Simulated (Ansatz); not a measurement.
# CH₃Cl + SiH₃ radical: a complex and its separated parts, part 2 of 2

Ansatz 0.2.0, Gaussian basis. The steps go on from the part before.

### Step 13. CAM-B3LYP-D4/def2-TZVPP

The inputs:

parta/in.yaml

```yaml
crystal:
  periodic: [false, false, false]
  atoms:
    - {symbol: Cl, position_ang: [0.035839, 0.061268, 0.915464]}
    - {symbol: C, position_ang: [0.103257, 0.208840, 2.681064]}
    - {symbol: H, position_ang: [-0.812687, 0.683161, 3.025512]}
    - {symbol: H, position_ang: [0.196834, -0.786163, 3.109770]}
    - {symbol: H, position_ang: [0.965281, 0.816326, 2.946496]}
basis:
  gaussian: {orbitals: def2-TZVPP}
hamiltonian: {xc: {name: CAM-B3LYP}, dispersion: d4}
```

partb/in.yaml

```yaml
crystal:
  periodic: [false, false, false]
  atoms:
    - {symbol: Si, position_ang: [-0.109185, -0.223207, -2.832992]}
    - {symbol: H, position_ang: [-0.877716, -1.449138, -3.172395]}
    - {symbol: H, position_ang: [-0.789649, 0.996735, -3.340371]}
    - {symbol: H, position_ang: [1.287926, -0.307823, -3.332647]}
basis:
  gaussian: {orbitals: def2-TZVPP}
magnetization: {spin_polarized: true, initial_magnetization: 1}
hamiltonian: {xc: {name: CAM-B3LYP}, dispersion: d4}
```

One command serves all of them, each in its own folder.

Launch:

```console
ansatz run in.yaml --threads 4 --pin off --events-out ev --progress --plain --max-ram 9574MiB
```

parta printed (excerpt; [...] marks lines left out):

```text
Functional definition: CAM-B3LYP
  name "CAM-B3LYP"
  cite "Yanai, Tew & Handy, Chem. Phys. Lett. 393, 51 (2004) doi:10.1016/j.cplett.2004.06.011"
  cite "Iikura, Tsuneda, Yanai & Hirao, J. Chem. Phys. 115, 3540 (2001) doi:10.1063/1.1383587"
  cite "Becke, Phys. Rev. A 38, 3098 (1988) doi:10.1103/PhysRevA.38.3098"
  cite "Lee, Yang & Parr, Phys. Rev. B 37, 785 (1988) doi:10.1103/PhysRevB.37.785"
[...]
  # Exact exchange under (alpha + beta erf(omega r))/r, Becke's under what is left of 1/r.
[...]
670 factors; their error is unknown
147 factors; integrals over basis functions are off by at most 1.7e-5 eV
[...]
mean field -13609.17363392 eV, -500.1279064175 hartree, gradient 2.8e-5 eV, S^2 0.000000; 0 other end points of the search recorded, 0 dependent functions left out
reference -13609.17373273 eV, -500.1279100485 hartree; 13, 13 occupied and 102, 102 virtual orbitals, 670 factors
Total energy: -13609.21430412 eV, -500.1294010196 hartree
```

Output in partb (excerpt; [...] marks lines left out):

```text
[... 6 set-up lines as earlier in the session ...]
[...]
  # Exact exchange under (alpha + beta erf(omega r))/r, Becke's under what is left of 1/r.
[...]
468 factors; their error is unknown
126 factors; integrals over basis functions are off by at most 1.6e-5 eV
[...]
mean field -7925.03176115 eV, -291.2395454426 hartree, gradient 5.7e-5 eV, S^2 0.751945; 0 other end points of the search recorded, 0 dependent functions left out
reference -7925.03185938 eV, -291.2395490526 hartree; 9, 8 occupied and 75, 76 virtual orbitals, 468 factors
Total energy: -7925.05963608 eV, -291.2405698276 hartree
```

They took 0.55 s (parta), 0.5 s (partb) on 4 threads of Arm Neoverse V1, shared host.

### Step 14. wB97X-V/def2-TZVPP

Each input of step 13 (parta, partb) changes in the same lines:

```diff
-hamiltonian: {xc: {name: CAM-B3LYP}, dispersion: d4}
+hamiltonian: {xc: {name: wB97X-V}}
```

The same command starts each run, in its folder.

Launch:

```console
ansatz run in.yaml --threads 4 --pin off --events-out ev --progress --plain --max-ram 9574MiB
```

parta printed (excerpt; [...] marks lines left out):

```text
Functional definition: wB97X-V
  name "wB97X-V"
  cite "Mardirossian & Head-Gordon, Phys. Chem. Chem. Phys. 16, 9904 (2014) doi:10.1039/C3CP54374A"
[... 2 set-up lines as earlier in the session ...]
[...]
      + integral(e_c_pw_opposite_spin*poly(b97_u_opposite, cos0, cos1)) + vv10(b, c)
667 factors; their error is unknown
144 factors; integrals over basis functions are off by at most 3.3e-5 eV
[...]
mean field -13607.25993225 eV, -500.0575791781 hartree, gradient 6.0e-5 eV, S^2 0.000000; 0 other end points of the search recorded, 0 dependent functions left out
reference -13607.25993088 eV, -500.0575791277 hartree; 13, 13 occupied and 102, 102 virtual orbitals, 667 factors
Total energy: -13607.25993088 eV, -500.0575791277 hartree
```

partb printed (excerpt; [...] marks lines left out):

```text
[... 5 set-up lines as earlier in the session ...]
[...]
      + integral(e_c_pw_opposite_spin*poly(b97_u_opposite, cos0, cos1)) + vv10(b, c)
468 factors; their error is unknown
115 factors; integrals over basis functions are off by at most 1.2e-5 eV
[...]
mean field -7923.55535046 eV, -291.1852883507 hartree, gradient 4.9e-5 eV, S^2 0.751565; 0 other end points of the search recorded, 0 dependent functions left out
reference -7923.55534989 eV, -291.1852883298 hartree; 9, 8 occupied and 75, 76 virtual orbitals, 468 factors
Total energy: -7923.55534989 eV, -291.1852883298 hartree
```

Times: 1.2 s (parta), 1.2 s (partb) on 4 threads of Arm Neoverse V1, shared host.

### Step 15. wB97M-V/def2-TZVPP

The same edit goes into each in.yaml of step 14 (parta, partb):

```diff
-hamiltonian: {xc: {name: wB97X-V}}
+hamiltonian: {xc: {name: wB97M-V}}
```

One command serves all of them, each in its own folder.

Launch:

```console
ansatz run in.yaml --threads 4 --pin off --events-out ev --progress --plain --max-ram 9574MiB
```

parta printed (excerpt; [...] marks lines left out):

```text
Functional definition: wB97M-V
  name "wB97M-V"
  cite "Mardirossian & Head-Gordon, J. Chem. Phys. 144, 214110 (2016) doi:10.1063/1.4952647"
[... 2 set-up lines as earlier in the session ...]
  # Of w^i u^j: cxij and so on, Table III.
[...]
  gx(w, u) = 1 - cx + cx01*u + cx10*w
[...]
      + integral(e_c_pw_mod_opposite_spin*gos(b97_w_opposite, b97_u_opposite)) + vv10(b, c)
667 factors; their error is unknown
144 factors; integrals over basis functions are off by at most 3.3e-5 eV
[...]
mean field -13608.03175643 eV, -500.0859431936 hartree, gradient 4.6e-5 eV, S^2 0.000000; 0 other end points of the search recorded, 0 dependent functions left out
reference -13608.03178955 eV, -500.0859444109 hartree; 13, 13 occupied and 102, 102 virtual orbitals, 667 factors
Total energy: -13608.03178955 eV, -500.0859444109 hartree
```

Log of partb (excerpt; [...] marks lines left out):

```text
[... 5 set-up lines as earlier in the session ...]
  # Of w^i u^j: cxij and so on, Table III.
[...]
  gx(w, u) = 1 - cx + cx01*u + cx10*w
[...]
      + integral(e_c_pw_mod_opposite_spin*gos(b97_w_opposite, b97_u_opposite)) + vv10(b, c)
468 factors; their error is unknown
115 factors; integrals over basis functions are off by at most 1.2e-5 eV
[...]
mean field -7923.88128677 eV, -291.1972662891 hartree, gradient 8.3e-5 eV, S^2 0.751152; 0 other end points of the search recorded, 0 dependent functions left out
reference -7923.88132514 eV, -291.1972676994 hartree; 9, 8 occupied and 75, 76 virtual orbitals, 468 factors
Total energy: -7923.88132514 eV, -291.1972676994 hartree
```

They took 1.4 s (parta), 1.2 s (partb) on 4 threads of Arm Neoverse V1, shared host.

### Step 16. B2PLYP/def2-TZVPP

Each input of step 15 (parta, partb) changes in the same lines:

```diff
-hamiltonian: {xc: {name: wB97M-V}}
+hamiltonian: {xc: {name: B2PLYP}}
```

The same command starts each run, in its folder.

Launch:

```console
ansatz run in.yaml --threads 4 --pin off --events-out ev --progress --plain --max-ram 9574MiB
```

parta printed (excerpt; [...] marks lines left out):

```text
Functional definition: B2PLYP
  name "B2PLYP"
  cite "Grimme, J. Chem. Phys. 124, 034108 (2006) doi:10.1063/1.2148954"
[... 2 set-up lines as earlier in the session ...]
[...]
662 factors; integrals over basis functions are off by at most 1.1e-3 eV
[...]
mean field -13601.50890445 eV, -499.8462328047 hartree, gradient 2.6e-6 eV, S^2 0.000000; 0 other end points of the search recorded, 0 dependent functions left out
6 core orbitals not correlated: weight in the atoms' cores, before any rotation towards them, 1.000 or more for the frozen orbitals, at most 0.000 for the correlated occupied ones
reference -13601.50903153 eV, -499.8462374746 hartree; 7, 7 occupied and 102, 102 virtual orbitals, 662 factors
second order -12.28049214 eV of doubles, -0.00000000 eV of singles
Total energy: -13604.82476440 eV, -499.9680884104 hartree
```

Log of partb (excerpt; [...] marks lines left out):

```text
[... 5 set-up lines as earlier in the session ...]
[...]
467 factors; integrals over basis functions are off by at most 7.5e-4 eV
[...]
mean field -7920.43210625 eV, -291.0705112432 hartree, gradient 3.0e-6 eV, S^2 0.752863; 0 other end points of the search recorded, 0 dependent functions left out
5 core orbitals not correlated: weight in the atoms' cores, before any rotation towards them, 1.000 or more for the frozen orbitals, at most 0.000 for the correlated occupied ones
reference -7920.43223467 eV, -291.0705159624 hartree; 4, 3 occupied and 75, 76 virtual orbitals, 467 factors
second order -3.93895620 eV of doubles, -0.00000000 eV of singles
Total energy: -7921.49575285 eV, -291.1095995344 hartree
```

Wall times: 0.7 s (parta), 0.6 s (partb) on 4 threads of Arm Neoverse V1, shared host.

### Step 17. PBE-QIDH/def2-TZVPP

The same edit goes into each in.yaml of step 16 (parta, partb):

```diff
-hamiltonian: {xc: {name: B2PLYP}}
+hamiltonian: {xc: {name: PBE-QIDH}}
```

Each run has its own folder and the same command.

Launch:

```console
ansatz run in.yaml --threads 4 --pin off --events-out ev --progress --plain --max-ram 9574MiB
```

parta printed (excerpt; [...] marks lines left out):

```text
Functional definition: PBE-QIDH
  name "PBE-QIDH"
  cite "Brémond, Sancho-García, Pérez-Jiménez & Adamo, J. Chem. Phys. 141, 031101 (2014) doi:10.1063/1.4890314"
[... 1 set-up line as earlier in the session ...]
[...]
662 factors; integrals over basis functions are off by at most 1.1e-3 eV
[...]
mean field -13597.74019579 eV, -499.7077353161 hartree, gradient 2.4e-6 eV, S^2 0.000000; 0 other end points of the search recorded, 0 dependent functions left out
6 core orbitals not correlated: weight in the atoms' cores, before any rotation towards them, 1.000 or more for the frozen orbitals, at most 0.000 for the correlated occupied ones
reference -13597.74020441 eV, -499.7077356327 hartree; 7, 7 occupied and 102, 102 virtual orbitals, 662 factors
second order -11.41769945 eV of doubles, -0.00000000 eV of singles
Total energy: -13601.54610423 eV, -499.8475998712 hartree
```

Output in partb (excerpt; [...] marks lines left out):

```text
[... 4 set-up lines as earlier in the session ...]
[...]
467 factors; integrals over basis functions are off by at most 7.5e-4 eV
[...]
mean field -7917.91019287 eV, -290.9778326358 hartree, gradient 4.9e-6 eV, S^2 0.753953; 0 other end points of the search recorded, 0 dependent functions left out
5 core orbitals not correlated: weight in the atoms' cores, before any rotation towards them, 1.000 or more for the frozen orbitals, at most 0.000 for the correlated occupied ones
reference -7917.91020369 eV, -290.9778330332 hartree; 4, 3 occupied and 75, 76 virtual orbitals, 467 factors
second order -3.64525664 eV of doubles, -0.00000000 eV of singles
Total energy: -7919.12528923 eV, -291.0224866033 hartree
```

Times: 0.7 s (parta), 0.55 s (partb) on 4 threads of Arm Neoverse V1, shared host.

### Step 18. RPA on PBE/def2-TZVPP

Each input of step 17 (parta, partb) changes in the same lines:

```diff
-hamiltonian: {xc: {name: PBE-QIDH}}
+hamiltonian: {xc: pbe}
+correlation: {method: rpa}
```

The same command starts each run, in its folder.

Launch:

```console
ansatz run in.yaml --threads 4 --pin off --events-out ev --progress --plain --max-ram 9574MiB
```

Log of parta (excerpt; [...] marks lines left out):

```text
[... 4 set-up lines as earlier in the session ...]
[...]
662 factors; integrals over basis functions are off by at most 1.1e-3 eV
[...]
mean field -13602.72216431 eV, -499.8908192823 hartree, gradient 2.6e-6 eV, S^2 0.000000; 0 other end points of the search recorded, 0 dependent functions left out
6 core orbitals not correlated: weight in the atoms' cores, before any rotation towards them, 1.000 or more for the frozen orbitals, at most 0.000 for the correlated occupied ones
reference -13581.76197510 eV, -499.1205465359 hartree; 7, 7 occupied and 102, 102 virtual orbitals, 662 factors
Total energy: -13598.98744159 eV, -499.7535707535 hartree
```

Log of partb (excerpt; [...] marks lines left out):

```text
[... 4 set-up lines as earlier in the session ...]
[...]
467 factors; integrals over basis functions are off by at most 7.5e-4 eV
[...]
mean field -7920.60656248 eV, -291.0769223912 hartree, gradient 2.4e-6 eV, S^2 0.752843; 0 other end points of the search recorded, 0 dependent functions left out
5 core orbitals not correlated: weight in the atoms' cores, before any rotation towards them, 1.000 or more for the frozen orbitals, at most 0.000 for the correlated occupied ones
reference -7908.18915232 eV, -290.6205909846 hartree; 4, 3 occupied and 75, 76 virtual orbitals, 467 factors
Total energy: -7915.41358786 eV, -290.8860840939 hartree
```

Times: 0.75 s (parta), 0.5 s (partb) on 4 threads of Arm Neoverse V1, shared host.

### Step 19. CCSD(T)/def2-TZVPP

parta/in.yaml: that of step 18 with these lines changed.

```diff
@@ -10,3 +10,2 @@
   gaussian: {orbitals: def2-TZVPP}
-hamiltonian: {xc: pbe}
-correlation: {method: rpa}
+correlation: {method: ccsd_t}
```

partb/in.yaml: that of step 18 with these lines changed.

```diff
@@ -10,3 +10,3 @@
 magnetization: {spin_polarized: true, initial_magnetization: 1}
-hamiltonian: {xc: pbe}
-correlation: {method: rpa}
+correlation: {method: ccsd_t}
+scf: {omitted_lower_state_checks: [cluster_reference]}
```

One command serves all of them, each in its own folder.

Launch:

```console
ansatz run in.yaml --threads 4 --pin off --events-out ev --progress --plain --max-ram 9574MiB
```

Log of parta (excerpt; [...] marks lines left out):

```text
Functional definition: HF
  name "HF"
  cite "Fock, Z. Phys. 61, 126 (1930) doi:10.1007/BF01340294"
[... 1 set-up line as earlier in the session ...]
[...]
662 factors; integrals over basis functions are off by at most 1.1e-3 eV
[...]
mean field -13582.31732487 eV, -499.1409552636 hartree, gradient 1.3e-6 eV, S^2 0.000000; 0 other end points of the search recorded, 0 dependent functions left out
6 core orbitals not correlated: weight in the atoms' cores, before any rotation towards them, 1.000 or more for the frozen orbitals, at most 0.000 for the correlated occupied ones
reference -13582.31732487 eV, -499.1409552636 hartree; 7, 7 occupied and 102, 102 virtual orbitals, 662 factors
second order -10.15142598 eV of doubles, -0.00000000 eV of singles
cycle   1  -10.71766640 eV  change   -5.7e-1 eV  update   5.8e-2
[...]
cycle   8  -10.99883018 eV  change   -8.3e-6 eV  update   9.0e-6
perturbative correction -0.41896956 eV, -0.0153968472 hartree
Total energy: -13593.73512461 eV, -499.5605516648 hartree
```

partb printed (excerpt; [...] marks lines left out):

```text
[... 4 set-up lines as earlier in the session ...]
[...]
467 factors; integrals over basis functions are off by at most 7.5e-4 eV
[...]
mean field -7908.64335807 eV, -290.6372827380 hartree, gradient 9.9e-6 eV, S^2 0.755044; 0 other end points of the search recorded, 0 dependent functions left out
[...]
reference -7908.64335807 eV, -290.6372827380 hartree; 4, 3 occupied and 75, 76 virtual orbitals, 467 factors
second order -3.17775116 eV of doubles, -0.00000000 eV of singles
cycle   1  -3.68595822 eV  change   -5.1e-1 eV  update   5.4e-2
[...]
cycle   9  -3.89202436 eV  change    6.9e-6 eV  update   7.1e-6
perturbative correction -0.09595556 eV, -0.0035263019 hartree
Total energy: -7912.63133799 eV, -290.7838382968 hartree
Checks for a lower state left out: cluster_reference
```

Wall times: 1.1 s (parta), 0.75 s (partb) on 4 threads of Arm Neoverse V1, shared host.

### Step 20. Vibrations of CH₃Cl

File vib-parta/in.yaml:

```yaml
crystal:
  periodic: [false, false, false]
  atoms:
    - {symbol: Cl, position_ang: [0.035839, 0.061268, 0.915464]}
    - {symbol: C, position_ang: [0.103257, 0.208840, 2.681064]}
    - {symbol: H, position_ang: [-0.812687, 0.683161, 3.025512]}
    - {symbol: H, position_ang: [0.196834, -0.786163, 3.109770]}
    - {symbol: H, position_ang: [0.965281, 0.816326, 2.946496]}
basis:
  gaussian: {orbitals: def2-TZVP}
hamiltonian: {xc: pbe0, dispersion: d4}
phonons: {temperatures: {t_min: 298.15, t_max: 900, t_step: 200}}
```

Launch:

```console
ansatz run in.yaml --threads 4 --pin off --events-out ev --progress --plain --max-ram 9574MiB
```

The program printed (excerpt; [...] marks lines left out):

```text
[... 5 set-up lines as earlier in the session ...]
[...]
580 factors; their error is unknown
[...]
mean field -13603.92462161 eV, -499.9350087730 hartree, gradient 5.9e-5 eV, S^2 0.000000; 0 other end points of the search recorded, 0 dependent functions left out
[...]
Atom 2 at    -0.812687     0.683161     3.025512 Å, force    -0.000056     0.000021    -0.000024 eV/Å
Atom 3 at     0.196834    -0.786163     3.109770 Å, force     0.000005    -0.000072    -0.000013 eV/Å
Atom 4 at     0.965281     0.816326     2.946496 Å, force     0.000050     0.000029    -0.000029 eV/Å
Dipole moment:     0.015187     0.033243     0.397727 e Å
Vibrations: 756.44 1029.48 1029.49 1378.13 1476.80 1476.80 3084.37 3186.23 3186.24 cm⁻¹, zero-point energy 1.029315 eV
```

Wall time 6 s (4 threads of Arm Neoverse V1, shared host).

Wavenumbers and character of the modes:

| mode | wavenumber (cm⁻¹) | character |
| --- | --- | --- |
| 1 | 756 | C–Cl stretch |
| 2 | 1029 | bend |
| 3 | 1029 | bend |
| 4 | 1378 | bend |
| 5 | 1477 | bend |
| 6 | 1477 | bend |
| 7 | 3084 | C–H stretch |
| 8 | 3186 | C–H stretch |
| 9 | 3186 | C–H stretch |

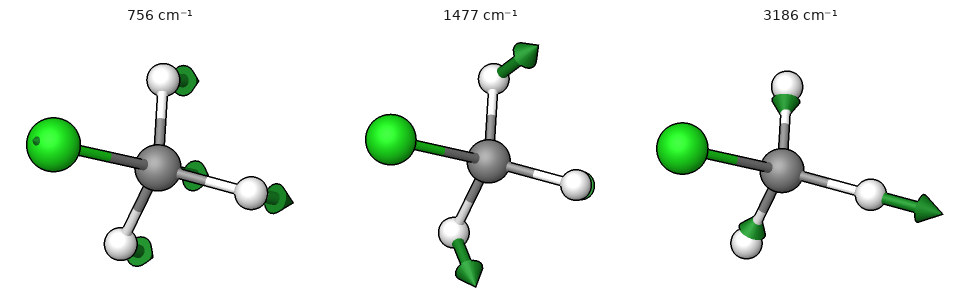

Displacements of 3 modes, as arrows.

Vibrational sums (real modes only):

| T (K) | entropy (J/mol/K) | heat capacity (J/mol/K) |
| --- | --- | --- |
| 298 | 1.9 | 7.1 |
| 498 | 8.9 | 21.2 |
| 698 | 17.9 | 32.5 |
| 898 | 27.2 | 41.1 |

### Step 21. Vibrations of SiH₃ radical

File vib-partb/in.yaml:

```yaml
crystal:
  periodic: [false, false, false]
  atoms:
    - {symbol: Si, position_ang: [-0.109185, -0.223207, -2.832992]}
    - {symbol: H, position_ang: [-0.877716, -1.449138, -3.172395]}
    - {symbol: H, position_ang: [-0.789649, 0.996735, -3.340371]}
    - {symbol: H, position_ang: [1.287926, -0.307823, -3.332647]}
basis:
  gaussian: {orbitals: def2-TZVP}
magnetization: {spin_polarized: true, initial_magnetization: 1}
hamiltonian: {xc: pbe0, dispersion: d4}
phonons: {temperatures: {t_min: 298.15, t_max: 900, t_step: 200}}
```

Launch:

```console
ansatz run in.yaml --threads 4 --pin off --events-out ev --progress --plain --max-ram 9574MiB
```

The program printed (excerpt; [...] marks lines left out):

```text
[... 5 set-up lines as earlier in the session ...]
[...]
400 factors; their error is unknown
[...]
mean field -7921.47173971 eV, -291.1087170678 hartree, gradient 2.1e-5 eV, S^2 0.753001; 0 other end points of the search recorded, 0 dependent functions left out
[...]
Atom 1 at    -0.877716    -1.449138    -3.172395 Å, force     0.002281     0.003625    -0.000532 eV/Å
Atom 2 at    -0.789649     0.996735    -3.340371 Å, force     0.001967    -0.003740    -0.000051 eV/Å
Atom 3 at     1.287926    -0.307823    -3.332647 Å, force    -0.004313     0.000150    -0.000044 eV/Å
Dipole moment:     0.000248     0.000435     0.006446 e Å
Vibrations: 746.65 926.87 926.88 2202.70 2240.97 2241.01 cm⁻¹, zero-point energy 0.575601 eV
```

Wall time 2.9 s (4 threads of Arm Neoverse V1, shared host).

The modes, with what each moves most:

| mode | wavenumber (cm⁻¹) | character |
| --- | --- | --- |
| 1 | 747 | bend |
| 2 | 927 | bend |
| 3 | 927 | bend |
| 4 | 2203 | Si–H stretch |
| 5 | 2241 | Si–H stretch |
| 6 | 2241 | Si–H stretch |

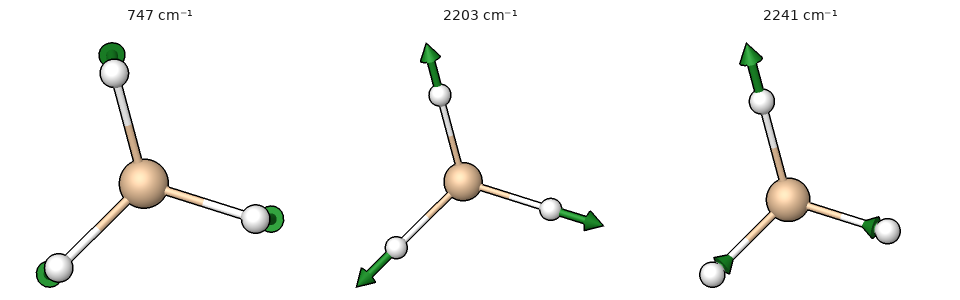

How the atoms move in 3 of the modes.

Vibrational sums (real modes only):

| T (K) | entropy (J/mol/K) | heat capacity (J/mol/K) |
| --- | --- | --- |
| 298 | 2.1 | 7.1 |
| 498 | 8.1 | 16.8 |
| 698 | 15.1 | 24.7 |
| 898 | 22.1 | 30.8 |

### Step 22. Complex less separated parts

The complex's own energies come from single points at the same levels.

Rows are in def2-TZVPP; times add the 3 runs of a level on a shared host, so small differences are noise.

Differences are taken before rounding.

| method | rung | complex less parts (kcal/mol) | from CCSD(T) (kcal/mol) | time |
| --- | --- | --- | --- | --- |
| SPW92 | LDA | -1.83 | -1.61 | 1.6 s |
| PBE-D4 | GGA | -1.18 | -0.96 | 2.7 s |
| BLYP-D4 | GGA | -1.13 | -0.90 | 2.7 s |
| r2SCAN-D4 | meta-GGA | -0.77 | -0.55 | 5.9 s |
| B97M-V | meta-GGA | -1.08 | -0.85 | 11 s |
| PBE0-D4 | hybrid | -0.85 | -0.62 | 3.6 s |
| B3LYP-D4 | hybrid | -1.00 | -0.78 | 3.4 s |
| r2SCAN0-D4 | hybrid | -0.73 | -0.51 | 6.4 s |
| BHLYP-D4 | hybrid | -0.85 | -0.63 | 3.4 s |
| CAM-B3LYP-D4 | range-separated hybrid | -0.79 | -0.57 | 3.9 s |
| wB97X-V | range-separated hybrid | -0.46 | -0.24 | 9 s |
| wB97M-V | range-separated hybrid | -0.39 | -0.17 | 11 s |
| B2PLYP | double hybrid | -0.05 | +0.17 | 4.9 s |
| PBE-QIDH | double hybrid | -0.15 | +0.08 | 4.7 s |
| RPA on PBE | RPA | 0.18 | +0.40 | 4.5 s |
| Hartree-Fock | wavefunction | 1.09 | +1.31 |  |
| MP2 | wavefunction | -0.25 | -0.02 |  |
| CCSD | wavefunction | -0.05 | +0.18 |  |
| CCSD(T) | wavefunction | -0.22 | 0 | 1.8 min |

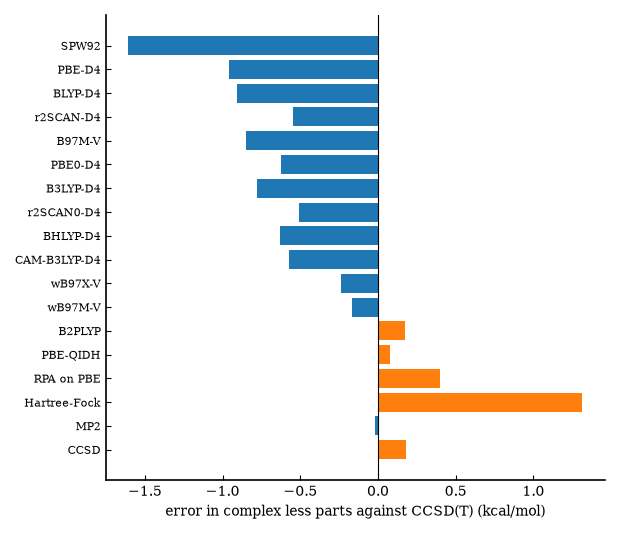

How far each level lands from CCSD(T).

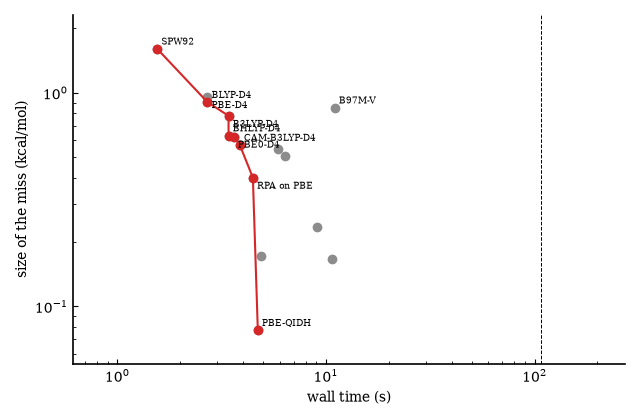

Miss against cost. Red marks the levels that no quicker level drawn beats (of those quicker than the yardstick), and the dashed line is the time of CCSD(T). Only those levels and the largest misses are named. Times are from a shared host.

PBE-QIDH reaches 0.08 kcal/mol from the reference in 4.7 s, where CCSD(T) took 1.8 min; the quickest level in the cost chart, SPW92, takes 1.6 s and misses by 1.61 kcal/mol.

The complex's zero-point energy, from a separate PBE0-D4 run, is 1.611 eV.

### Step 23. Outcome

This closing draws on all 2 parts.

| quantity | value |
| --- | --- |
| complex less parts, CCSD(T)/def2-TZVPP | -0.22 kcal/mol |
| with zero-point energy | -0.08 kcal/mol |
| largest T1 diagnostic | 0.016 |

What this shows: At CCSD(T) the complex lies 0.22 kcal/mol below its parts. The functionals run from PBE-QIDH, off by +0.08 kcal/mol, to SPW92, off by -1.61 kcal/mol, against CCSD(T). Mean unsigned error by rung: LDA 1.61, GGA 0.93, meta-GGA 0.70, hybrid 0.64, range-separated hybrid 0.32, double hybrid 0.12 kcal/mol. PBE-D4 gives a relative energy 0.96 kcal/mol too low, an error of 428 % of the reference. The complex's frequency run has imaginary modes: the structure is no minimum, so both the energy and the zero-point correction are in doubt. No counterpoise was applied, and triple zeta lacks some correlation, so the CCSD(T) reference has a basis error of its own, and close matches with it are partly luck.
